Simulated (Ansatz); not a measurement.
# C3H8AlFO: shape, modes and thermochemistry

The task is to find a stationary geometry of C3H8AlFO, then compute its harmonic vibrations to see whether it is a minimum and to get the zero-point energy and entropy, and look at its orbitals and charge.

The runs use Ansatz 0.2.0, Gaussian basis; RKS PBE0-D4/def2-TZVP.

The runs, in order: relaxation at PBE-D4/def2-SVP; relaxation at PBE0-D4/def2-TZVP; harmonic vibrations at the same level; a single point in def2-TZVPP for the fields.

## Step 1: The starting structure

SMILES `CC(C)[O][AlH][F]`, 14 atoms, charge 0, spin multiplicity 1.

Atoms are counted from 1 here; the program's logs count them from 0.

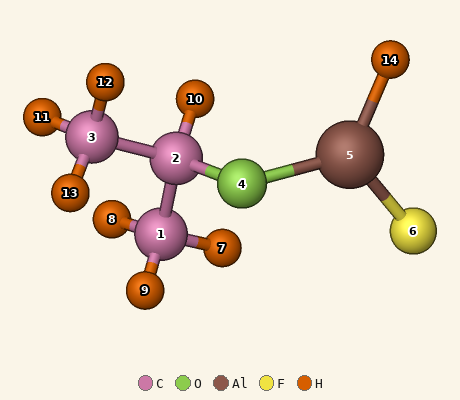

As it starts; carbon pink, oxygen green, aluminium brown, fluorine yellow, hydrogen orange; atoms are numbered from 1 in the order of the file.

The start is a force-field geometry with small random shifts, so a cheaper pass at PBE-D4/def2-SVP comes first.

## Step 2: Optimising with PBE-D4/def2-SVP (cheap first pass)

Contents of in.yaml:

```yaml
crystal:
  periodic: [false, false, false]
  atoms:
    - {symbol: C, position_ang: [-0.406800, 0.205700, -1.338200]}
    - {symbol: C, position_ang: [-0.223400, -0.258400, 0.077200]}
    - {symbol: C, position_ang: [-0.425200, -1.771800, 0.115100]}
    - {symbol: O, position_ang: [1.167100, 0.068300, 0.489500]}
    - {symbol: Al, position_ang: [1.209700, 1.718400, 1.296700]}
    - {symbol: F, position_ang: [1.520100, 3.211800, 0.321700]}
    - {symbol: H, position_ang: [-0.351300, 1.359800, -1.377600]}
    - {symbol: H, position_ang: [-1.432700, -0.017300, -1.704400]}
    - {symbol: H, position_ang: [0.303600, -0.161300, -2.001200]}
    - {symbol: H, position_ang: [-0.994500, 0.178400, 0.775500]}
    - {symbol: H, position_ang: [-1.430600, -2.056800, -0.161700]}
    - {symbol: H, position_ang: [-0.209800, -2.126200, 1.183600]}
    - {symbol: H, position_ang: [0.292300, -2.245500, -0.556100]}
    - {symbol: H, position_ang: [0.968500, 1.865700, 2.908900]}
basis:
  gaussian: {orbitals: def2-SVP}
hamiltonian: {xc: pbe, dispersion: d4}
relax: {f_tol: 0.03, max_steps: 200}
```

Run with:

```sh
$ ansatz run in.yaml --threads 2 --pin off --events-out ev --progress --plain --max-ram 32768MiB --backend cpu
```

The program printed, shortened:

```text
Functional definition: PBE
  name "PBE"
  cite "Perdew, Burke & Ernzerhof, Phys. Rev. Lett. 77, 3865 (1996) doi:10.1103/PhysRevLett.77.3865"
  parent pbe
[...]
1422 factors; their error is unknown
[...]
mean field -14583.44475085 eV, -535.9317095798 hartree, gradient 3.1e-5 eV, S^2 0.000000; 0 other end points of the search recorded, 0 dependent functions left out
[...]
reference -14583.44479533 eV, -535.9317112144 hartree; 28, 28 occupied and 100, 100 virtual orbitals, 1422 factors
relax step   1: F+E_penalty+E_count = -14583.71435185 eV  Δ(F+E_penalty+E_count) = +0.000e0 eV  max|allowed force component| = 3.350e0 eV/Å  Δτ_max = 0.0000 Å  (30 SCF iters, accepted)
[...]
relax step   6: F+E_penalty+E_count = -14584.42643657 eV  Δ(F+E_penalty+E_count) = -2.899e-2 eV  max|allowed force component| = 2.990e-1 eV/Å  Δτ_max = 0.0986 Å  (30 SCF iters, accepted)
[...]
relax step  11: F+E_penalty+E_count = -14584.56722526 eV  Δ(F+E_penalty+E_count) = -2.239e-2 eV  max|allowed force component| = 2.140e-1 eV/Å  Δτ_max = 0.0830 Å  (31 SCF iters, accepted)
[...]
relax step  16: F+E_penalty+E_count = -14584.62276594 eV  Δ(F+E_penalty+E_count) = -2.372e-4 eV  max|allowed force component| = 1.174e-1 eV/Å  Δτ_max = 0.0081 Å  (32 SCF iters, accepted)
[...]
reference -14584.34989010 eV, -535.9649728339 hartree; 28, 28 occupied and 100, 100 virtual orbitals, 1422 factors
Total energy: -14584.62552734 eV, -535.9751023155 hartree
Atom 0 at    -0.437108     0.341851    -1.272774 Å, force    -0.000311     0.004631     0.004747 eV/Å
Atom 1 at    -0.603797    -0.256664     0.124870 Å, force    -0.015901    -0.012393    -0.014193 eV/Å
Atom 2 at    -0.368547    -1.767039     0.139953 Å, force    -0.002220     0.002598     0.008556 eV/Å
Atom 3 at     0.263390     0.346901     1.070152 Å, force    -0.000569    -0.016402     0.004810 eV/Å
Atom 4 at     1.299047     1.678039     1.272740 Å, force     0.013280     0.014485     0.003552 eV/Å
Atom 5 at     1.425119     2.868259     0.094457 Å, force    -0.000842     0.002422     0.003251 eV/Å
Atom 6 at    -0.595961     1.438488    -1.262372 Å, force    -0.001120     0.008039    -0.004565 eV/Å
Atom 7 at    -1.159030    -0.104817    -1.986063 Å, force    -0.001052    -0.002756     0.001005 eV/Å
Atom 8 at     0.586481     0.147817    -1.657970 Å, force     0.006804    -0.000677    -0.001903 eV/Å
Atom 9 at    -1.650436    -0.064513     0.464647 Å, force     0.004864     0.000745    -0.000274 eV/Å
Atom 10 at    -1.084170    -2.290793    -0.525618 Å, force     0.001029     0.003456     0.001727 eV/Å
Atom 11 at    -0.486289    -2.165538     1.166616 Å, force     0.001288    -0.003534    -0.000580 eV/Å
Atom 12 at     0.661531    -1.997537    -0.203410 Å, force    -0.001031    -0.000138     0.000730 eV/Å
Atom 13 at     2.136770     1.796346     2.603771 Å, force    -0.004221    -0.000475    -0.006862 eV/Å
Dipole moment:    -0.160185    -0.228544    -0.044713 e Å
```

Wall time 46 s (2 threads of AMD EPYC 7R13, shared host).

The steps of the relaxation: (the energy doesn't fall at every step)

```
step  energy from step 1 (eV)  largest force component (eV/Å)
   1                   0.0000                          3.3498
   2                  -0.5101                          1.3705
   3                  -0.6485                          0.4660
   4                  -0.6253                          1.1001
   5                  -0.6831                          0.1399
   6                  -0.7121                          0.2990
   7                  -0.7513                          0.2761
   8                  -0.8042                          0.1777
   9                  -0.8305                          0.3633
  10                  -0.8271                          0.4602
  11                  -0.8529                          0.2140
  12                  -0.8752                          0.2062
  13                  -0.8889                          0.2839
  14                  -0.9010                          0.2229
  15                  -0.9082                          0.1233
  16                  -0.9084                          0.1174
  17                  -0.9085                          0.1168
  18                  -0.9078                          0.1692
  19                  -0.9104                          0.0559
  20                  -0.9110                          0.0316
  21                  -0.9111                          0.0164
```

Distances of close pairs at the start and the end, largest changes first:

```
   bond  before (Å)  after (Å)  change (Å)
 O4–Al5       1.837      1.699      -0.139
 Al5–F6       1.810      1.680      -0.131
  C1–H9       1.039      1.111      +0.072
  C2–O4       1.487      1.418      -0.069
Al5–H14       1.637      1.577      -0.060
  C1–H7       1.156      1.108      -0.048
 C3–H12       1.146      1.108      -0.039
  C1–C2       1.501      1.530      +0.029
```

## Step 3: Geometry optimisation, PBE0-D4/def2-TZVP

Contents of in.yaml:

```yaml
crystal:
  periodic: [false, false, false]
  atoms:
    - {symbol: C, position_ang: [-0.437108, 0.341851, -1.272774]}
    - {symbol: C, position_ang: [-0.603797, -0.256664, 0.124870]}
    - {symbol: C, position_ang: [-0.368547, -1.767039, 0.139953]}
    - {symbol: O, position_ang: [0.263390, 0.346901, 1.070152]}
    - {symbol: Al, position_ang: [1.299047, 1.678039, 1.272740]}
    - {symbol: F, position_ang: [1.425119, 2.868259, 0.094457]}
    - {symbol: H, position_ang: [-0.595961, 1.438488, -1.262372]}
    - {symbol: H, position_ang: [-1.159030, -0.104817, -1.986063]}
    - {symbol: H, position_ang: [0.586481, 0.147817, -1.657970]}
    - {symbol: H, position_ang: [-1.650436, -0.064513, 0.464647]}
    - {symbol: H, position_ang: [-1.084170, -2.290793, -0.525618]}
    - {symbol: H, position_ang: [-0.486289, -2.165538, 1.166616]}
    - {symbol: H, position_ang: [0.661531, -1.997537, -0.203410]}
    - {symbol: H, position_ang: [2.136770, 1.796346, 2.603771]}
basis:
  gaussian: {orbitals: def2-TZVP}
hamiltonian: {xc: pbe0, dispersion: d4}
relax: {f_tol: 0.005, max_steps: 150}
```

Run with:

```sh
$ ansatz run in.yaml --threads 2 --pin off --events-out ev --progress --plain --max-ram 32768MiB --backend cuda --devices 0, --max-vram 18GiB
```

The program printed, shortened:

```text
Functional definition: PBE0
  name "PBE0"
  cite "Adamo & Barone, J. Chem. Phys. 110, 6158 (1999) doi:10.1063/1.478522"
  cite "Perdew, Burke & Ernzerhof, Phys. Rev. Lett. 77, 3865 (1996) doi:10.1103/PhysRevLett.77.3865"
  parent pbe
[...]
1478 factors; their error is unknown
[...]
mean field -14597.38356915 eV, -536.4439517045 hartree, gradient 1.4e-5 eV, S^2 0.000000; 0 other end points of the search recorded, 0 dependent functions left out
[...]
reference -14597.38360871 eV, -536.4439531581 hartree; 28, 28 occupied and 212, 212 virtual orbitals, 1478 factors
relax step   1: F+E_penalty+E_count = -14597.61728345 eV  Δ(F+E_penalty+E_count) = +0.000e0 eV  max|allowed force component| = 5.875e-1 eV/Å  Δτ_max = 0.0000 Å  (30 SCF iters, accepted)
[...]
Atom 4 at     1.240597     1.716064     1.300827 Å, force    -0.000135    -0.001601     0.000968 eV/Å
Atom 5 at     0.844860     3.105452     0.502885 Å, force    -0.000518     0.000040    -0.000533 eV/Å
Atom 6 at    -0.387646     1.365760    -1.338292 Å, force     0.000005    -0.000604    -0.000072 eV/Å
Atom 7 at    -1.103708    -0.118658    -1.982606 Å, force     0.000498     0.000291     0.000264 eV/Å
Atom 8 at     0.642793    -0.032635    -1.708074 Å, force    -0.000537     0.000127     0.000255 eV/Å
Atom 9 at    -1.504782     0.065588     0.456759 Å, force     0.000756    -0.000242    -0.000255 eV/Å
Atom 10 at    -1.225515    -2.213309    -0.462456 Å, force     0.000704     0.000357     0.000478 eV/Å
Atom 11 at    -0.568051    -2.109768     1.181048 Å, force    -0.000097    -0.000174     0.000333 eV/Å
Atom 12 at     0.527051    -2.108009    -0.209986 Å, force    -0.000883     0.000554     0.000483 eV/Å
Atom 13 at     2.355853     1.758695     2.395584 Å, force     0.000248    -0.000097    -0.000388 eV/Å
Dipole moment:    -0.115059    -0.247854    -0.054550 e Å
```

Run time: 59 s. Hardware: 1 × H100 (card shared with other runs) with 2 threads of AMD EPYC 7R13, shared host; peak host memory 0.88 GiB.

Step by step:

```
step  energy from step 1 (eV)  largest force component (eV/Å)
   1                   0.0000                          0.5875
   2                  -0.0558                          0.3699
   3                  -0.0672                          0.0493
   4                  -0.0674                          0.0415
   5                  -0.0676                          0.0493
   6                  -0.0681                          0.0181
   7                  -0.0682                          0.0147
   8                  -0.0684                          0.0074
   9                  -0.0684                          0.0073
  10                  -0.0685                          0.0144
  11                  -0.0686                          0.0831
  12                  -0.0687                          0.0604
  13                  -0.0683                          0.0545
  14                  -0.0690                          0.0292
  15                  -0.0693                          0.0427
  16                  -0.0694                          0.0490
  17                  -0.0696                          0.0437
  18                  -0.0699                          0.0490
  19                  -0.0692                          0.1666
  20                  -0.0701                          0.0692
  21                  -0.0702                          0.0497
  22                  -0.0704                          0.0301
  23                  -0.0705                          0.0217
  24                  -0.0705                          0.0239
  25                  -0.0705                          0.0277
  26                  -0.0706                          0.0307
  27                  -0.0702                          0.1210
  28                  -0.0705                          0.0443
  29                  -0.0706                          0.0065
  30                  -0.0707                          0.0022
  31                  -0.0707                          0.0016
```

The force was under the threshold of 0.005 eV/Å already at step 30, but the program went on to step 31.

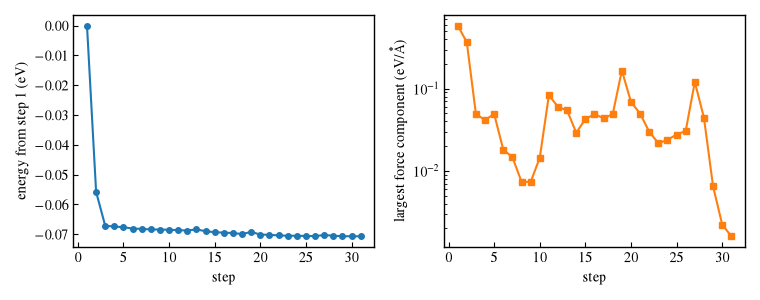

Energy and largest force along the relaxation.

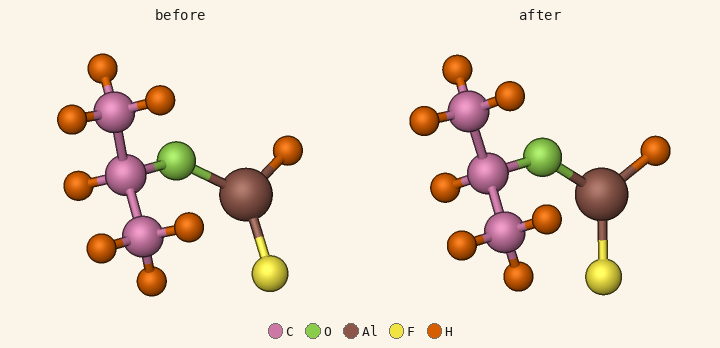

The geometry before (left) and after (right).

Distances of close pairs at the start and the end, largest changes first:

```csv
bond,before (Å),after (Å),change (Å)
Al5–F6,1.680,1.650,-0.029
O4–Al5,1.699,1.670,-0.029
C2–H10,1.117,1.099,-0.018
C3–H13,1.110,1.093,-0.017
C1–H9,1.111,1.094,-0.017
C3–H12,1.108,1.091,-0.016
C3–H11,1.109,1.093,-0.016
C1–H8,1.109,1.093,-0.016
```

Mulliken charges of the relaxed molecule (report file):

C1 -0.38; C2 0.08; C3 -0.33; O4 -0.30; Al5 0.56; F6 -0.36; H7 0.15; H8 0.12; H9 0.11; H10 0.07; H11 0.11; H12 0.13; H13 0.11; H14 -0.06

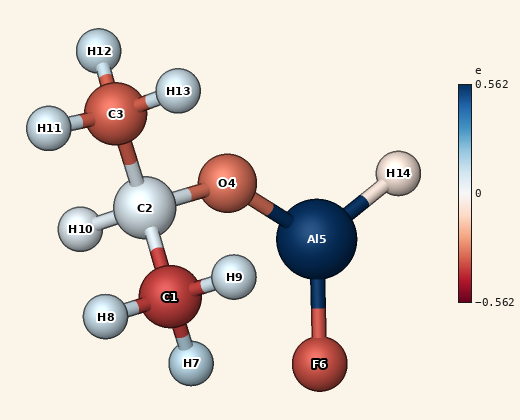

Mulliken charges of the relaxed molecule (report file), as colours on the atoms.

## Step 4: Harmonic vibrations

Contents of in.yaml:

```yaml
crystal:
  periodic: [false, false, false]
  atoms:
    - {symbol: C, position_ang: [-0.331760, 0.274749, -1.316952]}
    - {symbol: C, position_ang: [-0.516936, -0.250748, 0.093720]}
    - {symbol: C, position_ang: [-0.444169, -1.762496, 0.153972]}
    - {symbol: O, position_ang: [0.458413, 0.280112, 0.962570]}
    - {symbol: Al, position_ang: [1.240597, 1.716064, 1.300827]}
    - {symbol: F, position_ang: [0.844860, 3.105452, 0.502885]}
    - {symbol: H, position_ang: [-0.387646, 1.365760, -1.338292]}
    - {symbol: H, position_ang: [-1.103708, -0.118658, -1.982606]}
    - {symbol: H, position_ang: [0.642793, -0.032635, -1.708074]}
    - {symbol: H, position_ang: [-1.504782, 0.065588, 0.456759]}
    - {symbol: H, position_ang: [-1.225515, -2.213309, -0.462456]}
    - {symbol: H, position_ang: [-0.568051, -2.109768, 1.181048]}
    - {symbol: H, position_ang: [0.527051, -2.108009, -0.209986]}
    - {symbol: H, position_ang: [2.355853, 1.758695, 2.395584]}
basis:
  gaussian: {orbitals: def2-TZVP}
hamiltonian: {xc: pbe0, dispersion: d4}
phonons: {temperatures: {t_min: 298.15, t_max: 900, t_step: 200}}
```

Launched as before.

The program printed, shortened:

```text
Functional definition: PBE0
  name "PBE0"
  cite "Adamo & Barone, J. Chem. Phys. 110, 6158 (1999) doi:10.1063/1.478522"
  cite "Perdew, Burke & Ernzerhof, Phys. Rev. Lett. 77, 3865 (1996) doi:10.1103/PhysRevLett.77.3865"
  parent pbe
[...]
1478 factors; their error is unknown
[...]
mean field -14597.45446264 eV, -536.4465569920 hartree, gradient 3.6e-5 eV, S^2 0.000000; 0 other end points of the search recorded, 0 dependent functions left out
[...]
reference -14597.45450187 eV, -536.4465584335 hartree; 28, 28 occupied and 212, 212 virtual orbitals, 1478 factors
[...]
1478 factors; their error is unknown
mean field -14597.45427915 eV, -536.4465502490 hartree, gradient 2.9e-6 eV, S^2 0.000000; 0 other end points of the search recorded, 0 dependent functions left out
[...]
reference -14597.45431838 eV, -536.4465516905 hartree; 28, 28 occupied and 212, 212 virtual orbitals, 1478 factors
[...]
Atom 7 at    -1.103708    -0.118658    -1.982606 Å, force     0.000535     0.000271     0.000243 eV/Å
Atom 8 at     0.642793    -0.032635    -1.708074 Å, force    -0.000516     0.000241     0.000069 eV/Å
Atom 9 at    -1.504782     0.065588     0.456759 Å, force     0.000719    -0.000241    -0.000252 eV/Å
Atom 10 at    -1.225515    -2.213309    -0.462456 Å, force     0.000694     0.000352     0.000490 eV/Å
Atom 11 at    -0.568051    -2.109768     1.181048 Å, force    -0.000154    -0.000019     0.000333 eV/Å
Atom 12 at     0.527051    -2.108009    -0.209986 Å, force    -0.000838     0.000698     0.000382 eV/Å
Atom 13 at     2.355853     1.758695     2.395584 Å, force     0.000224    -0.000100    -0.000372 eV/Å
Dipole moment:    -0.115059    -0.247851    -0.054550 e Å
Vibrations: 19.95 78.15 117.64 235.19 245.97 279.73 341.93 434.34 475.56 488.73 638.78 684.50 839.41 899.76 926.47 944.30 1077.92 1166.95 1186.07 1222.92 1364.19 1375.22 1396.20 1408.00 1473.00 1476.97 1486.98 1500.09 2014.60 3003.85 3041.79 3050.80 3118.41 3127.58 3130.38 3138.39 cm⁻¹, [...]
```

Run time: 1.9 min. Hardware: 1 × H100 (card shared with other runs) with 2 threads of AMD EPYC 7R13, shared host; peak host memory 0.88 GiB.

Motions are named by where the mode's potential energy lies. Wavenumbers, unscaled:

| mode | cm⁻¹ | motion |
| --- | --- | --- |
| 1 | 20 | torsion |
| 2 | 78 | bend |
| 3 | 118 | torsion |
| 4 | 235 | torsion |
| 5 | 246 | bend |
| 6 | 280 | torsion |
| 7 | 342 | bend with torsion |
| 8 | 434 | bend with torsion |
| 9 | 476 | torsion with bend |
| 10 | 489 | torsion with out-of-plane bend |
| 11 | 639 | bend |
| 12 | 685 | bend with Al–O stretch |
| 13 | 839 | Al–F stretch |
| 14 | 900 | C–C stretch |
| 15 | 926 | bend with torsion |
| 16 | 944 | bend with C–C stretch |
| 17 | 1078 | bend with torsion |
| 18 | 1167 | C–C stretch with bend |
| 19 | 1186 | bend |
| 20 | 1223 | C–O stretch |
| 21 | 1364 | bend |
| 22 | 1375 | bend |
| 23 | 1396 | bend |
| 24 | 1408 | bend |
| 25 | 1473 | bend |
| 26 | 1477 | bend |
| 27 | 1487 | bend |
| 28 | 1500 | bend |
| 29 | 2015 | Al–H stretch |
| 30 | 3004 | C–H stretch |
| 31 | 3042 | C–H stretch |
| 32 | 3051 | C–H stretch |
| 33 | 3118 | C–H stretch |
| 34 | 3128 | C–H stretch |
| 35 | 3130 | C–H stretch |
| 36 | 3138 | C–H stretch |

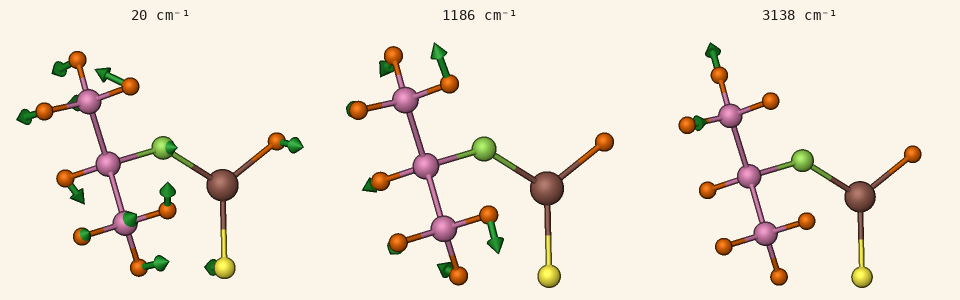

How the atoms move in 3 of the modes.

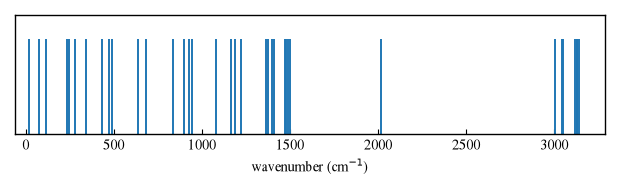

The harmonic wavenumbers as sticks (no intensities were computed).

From these modes and the moments of inertia (298.15 K, 1 bar, symmetry number 1):

```
                term            value
   zero-point energy    67.8 kcal/mol
          H(298) − E    73.6 kcal/mol
entropy, translation  167.0 J/(mol K)
   entropy, rotation  115.9 J/(mol K)
  entropy, vibration  100.0 J/(mol K)
      entropy, total  382.9 J/(mol K)
```

## Step 5: Fields at the relaxed geometry

Changes to in.yaml since step 4:

```diff
@@ -18,4 +18,4 @@
 basis:
-  gaussian: {orbitals: def2-TZVP}
+  gaussian: {orbitals: def2-TZVPP}
 hamiltonian: {xc: pbe0, dispersion: d4}
-phonons: {temperatures: {t_min: 298.15, t_max: 900, t_step: 200}}
+output: {orbitals: {seedname: orbitals}}
```

Launched as before.

The program printed:

```text
Functional definition: PBE0
  name "PBE0"
  cite "Adamo & Barone, J. Chem. Phys. 110, 6158 (1999) doi:10.1063/1.478522"
  cite "Perdew, Burke & Ernzerhof, Phys. Rev. Lett. 77, 3865 (1996) doi:10.1103/PhysRevLett.77.3865"
  parent pbe
  parameter a = 0.25
  parameter kappa = 0.804
  parameter beta = 0.06672455060314922
  exchange = (1 - a)*pbe_x(kappa = kappa, mu = beta*pi^2/3) + a*exact_x
  correlation = pbe_c(beta = beta)
1619 factors; their error is unknown
mean field evaluation 1: about -14585.1706 eV, gradient 8.0e1 eV
mean field evaluation 2: about -14567.2114 eV, gradient 1.2e2 eV
mean field evaluation 4: about -14597.4423 eV, gradient 6.5e0 eV
mean field evaluation 8: about -14597.5183 eV, gradient 2.0e-1 eV
mean field evaluation 16: about -14597.5253 eV, gradient 3.0e-4 eV
mean field -14597.52531548 eV, -536.4491607859 hartree, gradient 4.4e-5 eV, S^2 0.000000; 0 other end points of the search recorded, 0 dependent functions left out
reference -14597.52535548 eV, -536.4491622560 hartree; 28, 28 occupied and 281, 281 virtual orbitals, 1619 factors
Total energy: -14597.75882487 eV, -536.4577420978 hartree
```

Run time: 3.5 s. Hardware: 1 × H100 (card shared with other runs) with 2 threads of AMD EPYC 7R13, shared host; peak host memory 0.85 GiB.

Orbitals, density, ELF and potential are computed afterwards from the orbital file.

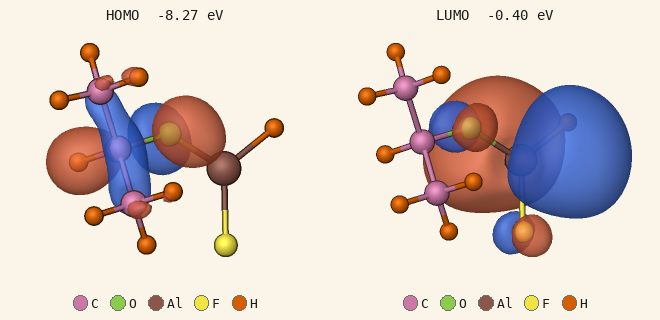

PBE0-D4/def2-TZVPP orbitals near the gap, drawn at the value that encloses 70 % of each; the two colours are the two signs.

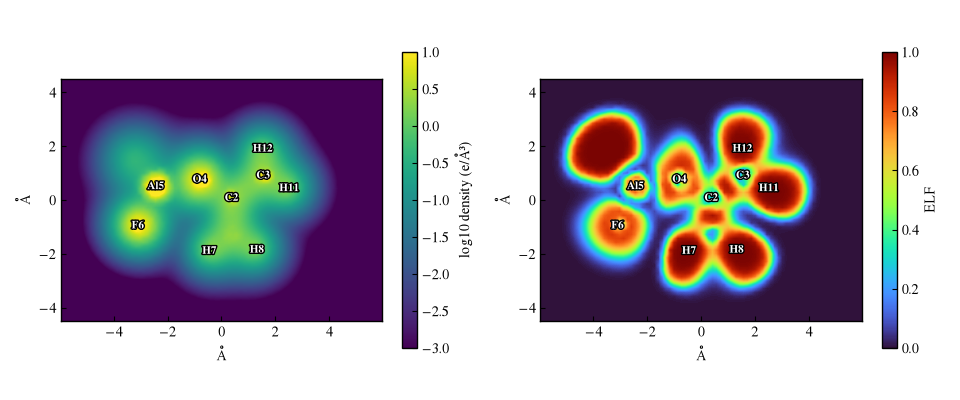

Density (left) and ELF (right) in a plane through or near 9 of the atoms.

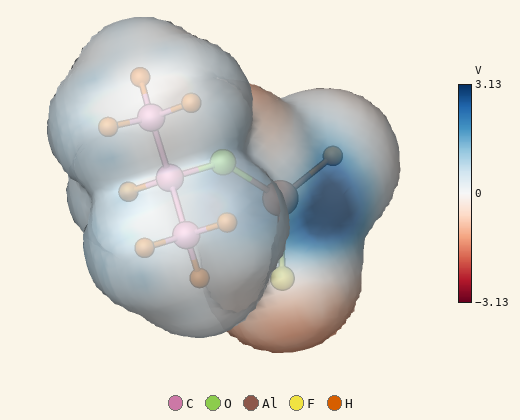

Electrostatic potential on the surface of density 0.002 e/bohr³; red is low, blue high. It runs from -1.21 V near F6 to 3.13 V near Al5.

## Step 6: Results

```
                  quantity            value
               point group               C1
                     steps          21 + 31
shift from the start (rms)          0.588 Å
              total energy   -14597.6880 eV
           dispersion term         -233 meV
             dipole moment           1.34 D
lowest, highest wavenumber    20, 3138 cm⁻¹
         zero-point energy    67.8 kcal/mol
       entropy at 298.15 K  382.9 J/(mol K)
                HOMO, LUMO  -8.27, -0.40 eV
```

The relaxed geometry lies 0.59 Å (rms) from the start; the bond that changed most is O4–Al5, from 1.837 to 1.670 Å. No mode is imaginary: a true minimum at this level. The stiffest mode, 3138 cm⁻¹, is a C–H stretch, and 3 modes under 200 cm⁻¹ make the vibrational entropy uncertain. Harmonic hybrid wavenumbers usually lie a few per cent above measured fundamentals. The largest Mulliken charge, +0.56 e, sits on Al5. The HOMO lies mostly on O4 51 %; H10 18 % and the LUMO on Al5 45 %; H14 25 %.
